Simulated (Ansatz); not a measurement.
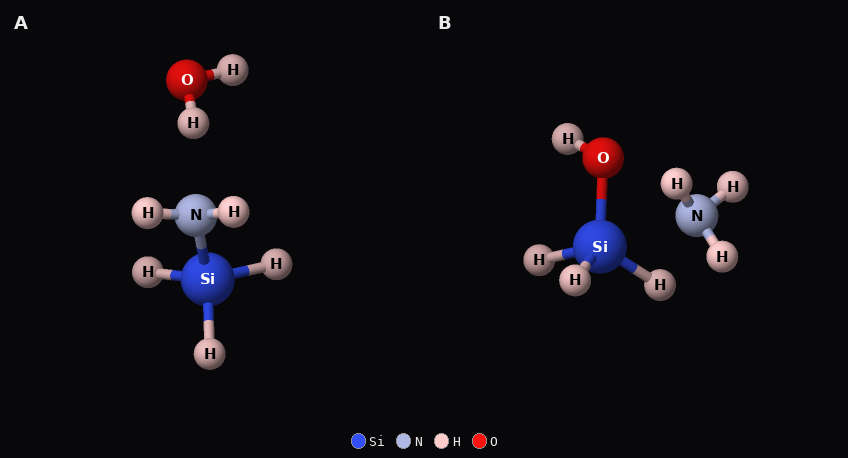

2 stationary structures of one formula. Geometries: PBE0-D4/def2-TZVP. Electronic energies: CCSD(T)/CBS (MP2 limit from def2-TZVPP and def2-QZVPP plus CCSD(T) − MP2) (Ansatz 0.2.0), without zero-point energy. Each is one conformer, not always the lowest.

Which structure is the most stable?

B is lowest (a minimum); A lies 0.312 eV above it (a minimum).
